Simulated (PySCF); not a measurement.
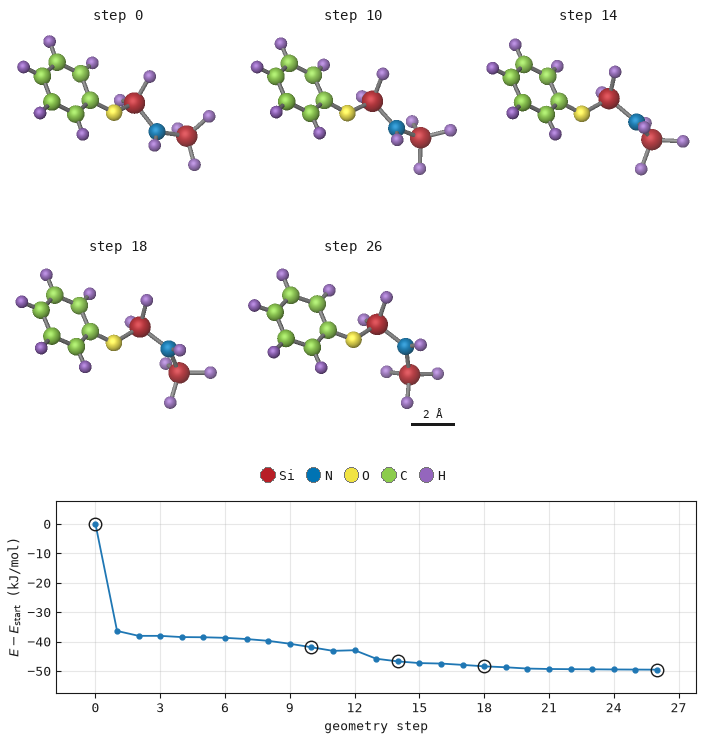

Frames of a relaxation of C6H11NOSi2, marked on the history of the run. The picture is a ball-and-stick view, seen at a tilt.

The start comes from GFN2-xTB. Its atoms were then displaced at random by about 0.01 Å.

The calculation used PBE0-D3(BJ)/def2-SVP geometry optimisation, gas phase in PySCF. 

Describe the path.

Answer. The largest move after the best rigid fit is that of an H atom, 2.09 Å. By element the largest moves are H 2.09 Å, N 1.02 Å, Si 0.68 Å, C 0.37 Å, O 0.31 Å. Near-neighbour distances that change, for instance: O–Si 1.580 → 1.683 Å, H–Si 1.413 → 1.496 Å, H–Si 1.452 → 1.489 Å, C–O 1.380 → 1.350 Å. Among the angles between lasting bonds that change: N–Si–O 100.0° → 109.0°, N–Si–H 105.3° → 112.8°, H–Si–H 113.3° → 107.5°. Groups turn about N–Si by about 85°, N–Si by about 50°. Over 26 geometry steps the energy falls by 49.5 kJ/mol. Cost: 19 min on 1 thread of Arm Neoverse N1, on a shared host. From step 0 to 10: an H atom moves most (0.74 Å), energy −41.9 kJ/mol. From step 10 to 14: an H atom moves most (0.83 Å), energy −4.81 kJ/mol. From step 14 to 18: an H atom moves most (0.61 Å), energy −1.68 kJ/mol. From step 18 to 26: an H atom moves most (0.82 Å), energy −1.14 kJ/mol.

| step | E − E(0), kJ/mol |
| --- | --- |
| 0 | 0.00 |
| 1 | -36.35 |
| 2 | -38.01 |
| 3 | -38.02 |
| 4 | -38.43 |
| 5 | -38.49 |
| 6 | -38.68 |
| 7 | -39.10 |
| 8 | -39.71 |
| 9 | -40.70 |
| 10 | -41.89 |
| 11 | -43.11 |
| 12 | -42.90 |
| 13 | -45.79 |
| 14 | -46.70 |
| 15 | -47.27 |
| 16 | -47.43 |
| 17 | -47.88 |
| 18 | -48.38 |
| 19 | -48.70 |
| 20 | -49.13 |
| 21 | -49.28 |
| 22 | -49.34 |
| 23 | -49.38 |
| 24 | -49.44 |
| 25 | -49.48 |
| 26 | -49.51 |
